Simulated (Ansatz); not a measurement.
# MoO2(OH)2 (MoH₂O₄): geometry, orbitals and charge

What does MoO2(OH)2 (MoH₂O₄) look like as a singlet, and where do its frontier electrons sit?

Method: RKS PBE0-D4/def2-TZVP; program: Ansatz 0.2.0, Gaussian basis.

The runs, in order: relaxation at PBE0-D4/def2-SVP; a search for the lowest solution at PBE0-D4/def2-SVP; a single point at PBE0-D4/def2-TZVP.

4 further runs of the same task are left out: 4 set aside as unsound or not needed. Runs told in other sessions of the task aren't counted.

## (1) Where the work starts

7 atoms, charge 0, spin multiplicity 1.

Atoms are counted from 1 here; the program's logs count them from 0.

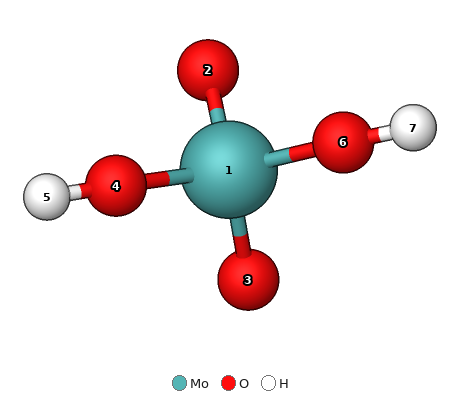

Start geometry, drawn with molybdenum teal, oxygen red, hydrogen white; atoms are numbered from 1 in the order of the file.

As a file:

```
Mo    0.3097    0.0787    0.2411
O     0.2035    0.3769    1.8534
O     1.8797    0.1465   -0.2392
O    -0.6042    1.3089   -0.6260
H    -0.9780    2.1067   -1.0134
O    -0.3112   -1.5380   -0.0801
H    -0.4995   -2.4796   -0.1357
```

Formally the metal is d0. Mo takes a core potential in the def2 sets. No spin-orbit coupling is included.

The start is a GFN2-xTB geometry.

## (2) Relaxation at PBE0-D4/def2-SVP

in.yaml reads:

```yaml
crystal:
  periodic: [false, false, false]
  atoms:
    - {symbol: Mo, position_ang: [0.309700, 0.078740, 0.241080]}
    - {symbol: O, position_ang: [0.203480, 0.376880, 1.853410]}
    - {symbol: O, position_ang: [1.879720, 0.146510, -0.239220]}
    - {symbol: O, position_ang: [-0.604250, 1.308850, -0.626050]}
    - {symbol: H, position_ang: [-0.977960, 2.106710, -1.013390]}
    - {symbol: O, position_ang: [-0.311210, -1.538040, -0.080140]}
    - {symbol: H, position_ang: [-0.499470, -2.479640, -0.135700]}
basis:
  gaussian: {orbitals: def2-SVP}
hamiltonian: {xc: pbe0, dispersion: d4}
scf: {omitted_lower_state_checks: [starts]}
output: {orbitals: {seedname: orbitals}}
relax: {f_tol: 0.02, max_steps: 100}
```

The run is started by

```sh
$ ansatz run in.yaml --threads 4 --pin off --events-out ev --progress --plain --max-ram 3916MiB
```

Standard output, shortened:

```text
Functional definition: PBE0
  name "PBE0"
  cite "Adamo & Barone, J. Chem. Phys. 110, 6158 (1999) doi:10.1063/1.478522"
  cite "Perdew, Burke & Ernzerhof, Phys. Rev. Lett. 77, 3865 (1996) doi:10.1103/PhysRevLett.77.3865"
  parent pbe
[...]
1036 factors; integrals over basis functions are off by at most 2.0e-4 eV
[...]
mean field -10064.67296936 eV, -369.8699095435 hartree, gradient 1.3e-5 eV, S^2 0.000000; 0 other end points of the search recorded, 0 dependent functions left out
[...]
reference -10064.67302247 eV, -369.8699114954 hartree; 24, 24 occupied and 73, 73 virtual orbitals, 1036 factors
relax step   1: F+E_penalty+E_count = -10064.81521976 eV  Δ(F+E_penalty+E_count) = +0.000e0 eV  max|allowed force component| = 3.091e0 eV/Å  Δτ_max = 0.0000 Å  (30 SCF iters, accepted)
[...]
relax step   8: F+E_penalty+E_count = -10065.27661863 eV  Δ(F+E_penalty+E_count) = -2.556e-2 eV  max|allowed force component| = 6.315e-1 eV/Å  Δτ_max = 0.0596 Å  (35 SCF iters, accepted)
[...]
relax step  15: F+E_penalty+E_count = -10065.30068453 eV  Δ(F+E_penalty+E_count) = -1.466e-6 eV  max|allowed force component| = 1.283e-3 eV/Å  Δτ_max = 0.0004 Å  (23 SCF iters, accepted)
[...]
relax step  22: F+E_penalty+E_count = -10065.31961855 eV  Δ(F+E_penalty+E_count) = -5.224e-3 eV  max|allowed force component| = 2.244e-1 eV/Å  Δτ_max = 0.0737 Å  (35 SCF iters, accepted)
[...]
relax step  29: F+E_penalty+E_count = -10065.34114136 eV  Δ(F+E_penalty+E_count) = -1.027e-3 eV  max|allowed force component| = 1.476e-1 eV/Å  Δτ_max = 0.0373 Å  (35 SCF iters, accepted)
[...]
relax step  30: F+E_penalty+E_count = -10065.34216503 eV  Δ(F+E_penalty+E_count) = -1.024e-3 eV  max|allowed force component| = 1.799e-2 eV/Å  Δτ_max = 0.0346 Å  (34 SCF iters, accepted)
[...]
1036 factors; integrals over basis functions are off by at most 2.0e-4 eV
mean field -10065.20423396 eV, -369.8894331575 hartree, gradient 1.1e-5 eV, S^2 0.000000; 0 other end points of the search recorded, 0 dependent functions left out
[...]
reference -10065.20428863 eV, -369.8894351666 hartree; 24, 24 occupied and 73, 73 virtual orbitals, 1036 factors
Total energy: -10065.34221970 eV, -369.8945040399 hartree
Atom 0 at     0.286251     0.071994     0.221820 Å, force    -0.000542     0.000600     0.000077 eV/Å
Atom 1 at     0.178428     0.616928     1.800347 Å, force     0.017755     0.002143    -0.003971 eV/Å
Atom 2 at     1.899845    -0.093942    -0.189413 Å, force     0.000471     0.002136     0.017990 eV/Å
Atom 3 at    -0.504088     1.305186    -0.931630 Å, force    -0.007617    -0.001601    -0.011158 eV/Å
Atom 4 at    -1.063538     2.046622    -0.672070 Å, force    -0.000947    -0.004071     0.004832 eV/Å
Atom 5 at    -0.574946    -1.576678     0.095169 Å, force    -0.012725    -0.002653    -0.003983 eV/Å
Atom 6 at    -0.221941    -2.370101    -0.324233 Å, force     0.003605     0.003447    -0.003786 eV/Å
Dipole moment:    -0.421426    -0.106127    -0.326657 e Å
Checks for a lower state left out: starts
```

Wall time 46 s (4 threads of Arm Neoverse V2, shared host).

Step by step: (the energy doesn't fall at every step)

| step | energy from step 1 (eV) | largest force component (eV/Å) |
| --- | --- | --- |
| 1 | 0.0000 | 3.0907 |
| 2 | -0.3087 | 0.3662 |
| 3 | -0.3239 | 0.2406 |
| 4 | -0.3492 | 0.5391 |
| 5 | -0.3894 | 0.8890 |
| 6 | -0.4358 | 1.0117 |
| 7 | 0.5413 | 5.0725 |
| 8 | -0.4614 | 0.6315 |
| 9 | -0.4718 | 0.8039 |
| 10 | -0.4851 | 0.0703 |
| 11 | -0.4854 | 0.0076 |
| 12 | -0.4855 | 0.0069 |
| 13 | -0.4855 | 0.0131 |
| 14 | -0.4855 | 0.0011 |
| 15 | -0.4855 | 0.0013 |
| 16 | -0.4854 | 0.2145 |
| 17 | -0.4856 | 0.0927 |
| 18 | -0.4653 | 1.0884 |
| 19 | -0.4877 | 0.1560 |
| 20 | -0.4883 | 0.4570 |
| 21 | -0.4992 | 0.2195 |
| 22 | -0.5044 | 0.2244 |
| 23 | -0.5134 | 0.0997 |
| 24 | -0.5140 | 0.0847 |
| 25 | -0.4258 | 1.6162 |
| 26 | -0.5197 | 0.0575 |
| 27 | -0.5249 | 0.0389 |
| 28 | -0.4928 | 0.9849 |
| 29 | -0.5259 | 0.1476 |
| 30 | -0.5269 | 0.0180 |

The force was under the threshold of 0.02 eV/Å already at step 11, but the program went on to step 30.

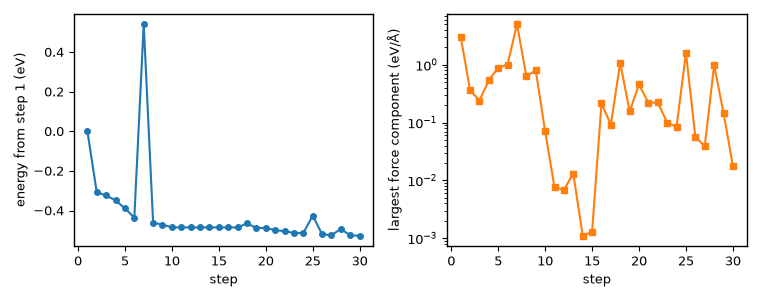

Energy and force, step by step.

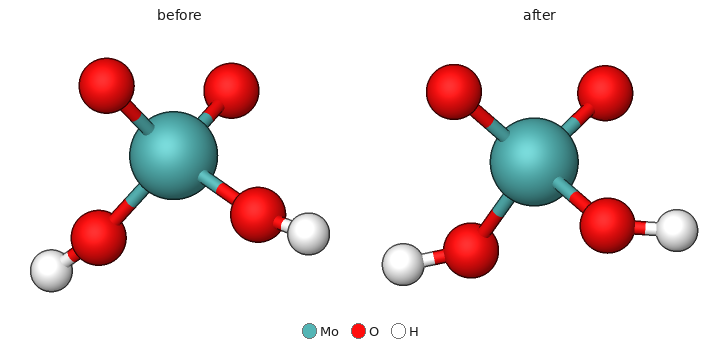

Before and after, at one scale.

Distances of close pairs at the start and the end, largest changes first:

| bond | before (Å) | after (Å) | change (Å) |
| --- | --- | --- | --- |
| Mo1–O4 | 1.761 | 1.864 | +0.104 |
| Mo1–O6 | 1.761 | 1.864 | +0.103 |
| Mo1–O2 | 1.643 | 1.673 | +0.030 |
| Mo1–O3 | 1.643 | 1.673 | +0.030 |
| O6–H7 | 0.962 | 0.964 | +0.003 |
| O4–H5 | 0.962 | 0.964 | +0.002 |

Bonds by kind at the end (by distance):

| bond | count | shortest (Å) | longest (Å) |
| --- | --- | --- | --- |
| Mo–O | 4 | 1.673 | 1.864 |
| H–O | 2 | 0.964 | 0.964 |

## (3) Searching for the lowest solution, PBE0-D4/def2-SVP

start.molden holds the orbitals of an earlier run on this state, given as this run's starting guess.

in.yaml reads:

```yaml
crystal:
  periodic: [false, false, false]
  atoms:
    - {symbol: Mo, position_ang: [0.286251, 0.071994, 0.221820]}
    - {symbol: O, position_ang: [0.178428, 0.616928, 1.800347]}
    - {symbol: O, position_ang: [1.899845, -0.093942, -0.189413]}
    - {symbol: O, position_ang: [-0.504088, 1.305186, -0.931630]}
    - {symbol: H, position_ang: [-1.063538, 2.046622, -0.672070]}
    - {symbol: O, position_ang: [-0.574946, -1.576678, 0.095169]}
    - {symbol: H, position_ang: [-0.221941, -2.370101, -0.324233]}
basis:
  gaussian: {orbitals: def2-SVP, initial_orbitals: start.molden}
hamiltonian: {xc: pbe0, dispersion: d4}
output: {orbitals: {seedname: orbitals}}
```

The command is unchanged.

Standard output:

```text
Functional definition: PBE0
  name "PBE0"
  cite "Adamo & Barone, J. Chem. Phys. 110, 6158 (1999) doi:10.1063/1.478522"
  cite "Perdew, Burke & Ernzerhof, Phys. Rev. Lett. 77, 3865 (1996) doi:10.1103/PhysRevLett.77.3865"
  parent pbe
  parameter a = 0.25
  parameter kappa = 0.804
  parameter beta = 0.06672455060314922
  exchange = (1 - a)*pbe_x(kappa = kappa, mu = beta*pi^2/3) + a*exact_x
  correlation = pbe_c(beta = beta)
1030 factors; their error is unknown
mean field evaluation 1: about -10065.1533 eV, gradient 1.5e-1 eV
mean field evaluation 2: about -10065.2038 eV, gradient 5.7e-4 eV
mean field evaluation 4: about -10065.2038 eV, gradient 1.9e-5 eV
mean field evaluation 8: about -10064.1116 eV, gradient 2.4e1 eV
mean field evaluation 16: about -10065.2038 eV, gradient 9.0e-2 eV
mean field -10065.20383107 eV, -369.8894183518 hartree, gradient 1.9e-5 eV, S^2 0.000000; 1 other end points of the search recorded, 0 dependent functions left out
reference -10065.20388591 eV, -369.8894203668 hartree; 24, 24 occupied and 73, 73 virtual orbitals, 1030 factors
Total energy: -10065.34181697 eV, -369.8944892400 hartree
```

Run time: 1.2 s. Hardware: 4 threads of Arm Neoverse V2, shared host.

HOMO -9.11 eV, LUMO -2.07 eV.

## (4) Single point, PBE0-D4/def2-TZVP

Edit in.yaml of step 3 so:

```diff
@@ -11,4 +11,5 @@
 basis:
-  gaussian: {orbitals: def2-SVP, initial_orbitals: start.molden}
+  gaussian: {orbitals: def2-TZVP, initial_orbitals: start.molden}
 hamiltonian: {xc: pbe0, dispersion: d4}
+scf: {omitted_lower_state_checks: [starts]}
 output: {orbitals: {seedname: orbitals}}
```

Same command.

Standard output:

```text
Functional definition: PBE0
  name "PBE0"
  cite "Adamo & Barone, J. Chem. Phys. 110, 6158 (1999) doi:10.1063/1.478522"
  cite "Perdew, Burke & Ernzerhof, Phys. Rev. Lett. 77, 3865 (1996) doi:10.1103/PhysRevLett.77.3865"
  parent pbe
  parameter a = 0.25
  parameter kappa = 0.804
  parameter beta = 0.06672455060314922
  exchange = (1 - a)*pbe_x(kappa = kappa, mu = beta*pi^2/3) + a*exact_x
  correlation = pbe_c(beta = beta)
these checks for a lower state are left out or cut short: starts
1070 factors; their error is unknown
mean field evaluation 1: about -10071.4637 eV, gradient 1.8e2 eV
mean field evaluation 2: about -10075.6932 eV, gradient 4.4e0 eV
mean field evaluation 4: about -10075.8302 eV, gradient 3.8e-1 eV
mean field evaluation 8: about -10075.8304 eV, gradient 1.5e-5 eV
mean field -10075.83037897 eV, -370.2799367840 hartree, gradient 1.5e-5 eV, S^2 0.000000; 0 other end points of the search recorded, 0 dependent functions left out
reference -10075.83042307 eV, -370.2799384047 hartree; 24, 24 occupied and 152, 152 virtual orbitals, 1070 factors
Total energy: -10075.96835414 eV, -370.2850072779 hartree
Checks for a lower state left out: starts
```

Wall time 1.9 s (4 threads of Arm Neoverse V2, shared host).

From the report: HOMO -9.17 eV, LUMO -2.15 eV.

Mulliken charges, from this run's orbitals:

| atom | value (e) |
| --- | --- |
| Mo1 | 1.82 |
| O2 | -0.55 |
| O3 | -0.55 |
| O4 | -0.72 |
| H5 | 0.36 |
| O6 | -0.72 |
| H7 | 0.36 |

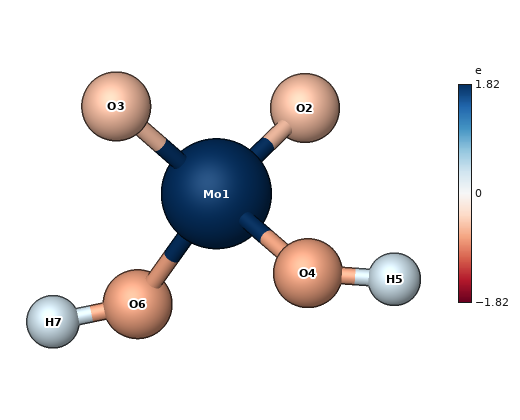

Mulliken charges, from this run's orbitals, as colours on the atoms.

Largest Mayer bond orders: Mo1–O2 1.89; Mo1–O3 1.89; Mo1–O4 0.88; Mo1–O6 0.88; O4–H5 0.86; O6–H7 0.86; O2–O3 0.16.

The fields below are evaluated on a grid from the run's orbitals.

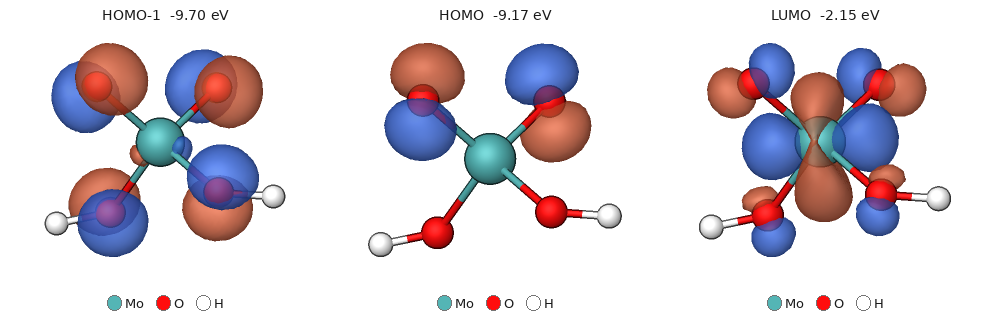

Frontier orbitals at PBE0-D4/def2-TZVP; each surface holds 70 % of the orbital's density, blue and red mark the sign.

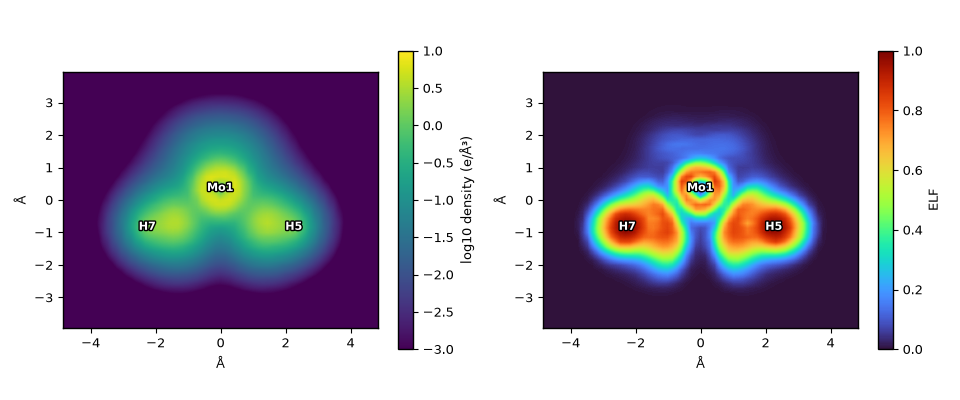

Density (left) and ELF (right) in a plane through or near 3 of the atoms.

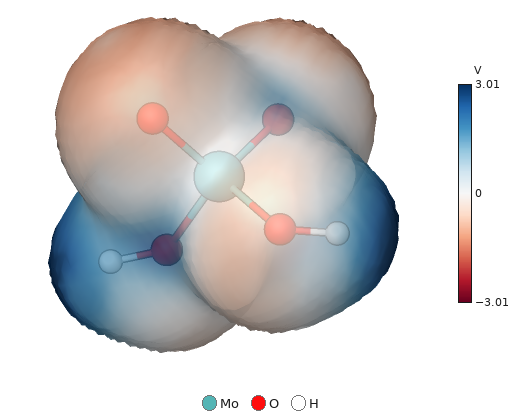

Electrostatic potential on the surface of density 0.002 e/bohr³; red is low, blue high. It runs from -1.17 V near O3 to 3.01 V near H5.

## (5) Outcome

```
                                         quantity                             value
                                      point group                                C2
                     near neighbours of the metal  O 1.67, O 1.67, O 1.86, O 1.86 Å
                  HOMO, LUMO at PBE0-D4/def2-TZVP                   -9.17, -2.15 eV
charge on the metal (Mulliken, PBE0-D4/def2-TZVP)                           +1.82 e
                       dipole at PBE0-D4/def2-SVP                            2.61 D
```

The molecule keeps its bonding pattern by the stored test; the atoms moved 0.29 Å (rms), and the angle Mo1–O4–H5 went from 168° to 126°. The metal has 4 near neighbours by the distance rule, from 1.67 to 1.86 Å. The Mulliken charge of the metal, +1.82 e, depends on the basis and isn't its oxidation state. No usable vibrations, so a minimum isn't proven. The HOMO lies nearest to O2, O3 about 48 % each and the LUMO to Mo1 56 %; O2, O3 about 13 % each. Whether this spin is the lowest isn't tested here. The point group is read from a loosely relaxed geometry; soft torsions can leave it below the true symmetry.
